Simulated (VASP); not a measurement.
Band structure of SnS₂ (1T layered). All values below come from LDA (Ceperley-Alder, Perdew-Zunger) with spin-orbit coupling, VASP's LDA PAW potentials (set 64) (plane waves; VASP).

The path is coarsely sampled, so an indirect gap can come out somewhat too large.

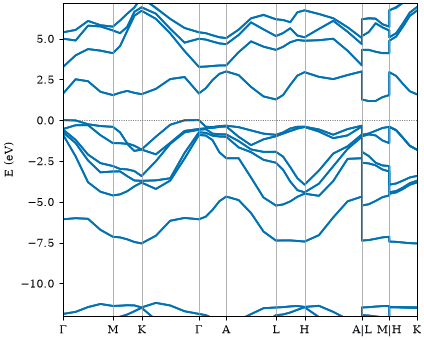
*Bands along high-symmetry lines, zero at the valence-band maximum or, without a gap, the Fermi level*

Problem. Read the plot: is there a gap, and where are the band edges?

Solution. The gap is indirect, 1.16 eV, from the valence maximum at Γ to the conduction minimum at L-M at 0.25.

The compound is SnS2 in the 1T layered structure. It was relaxed first.
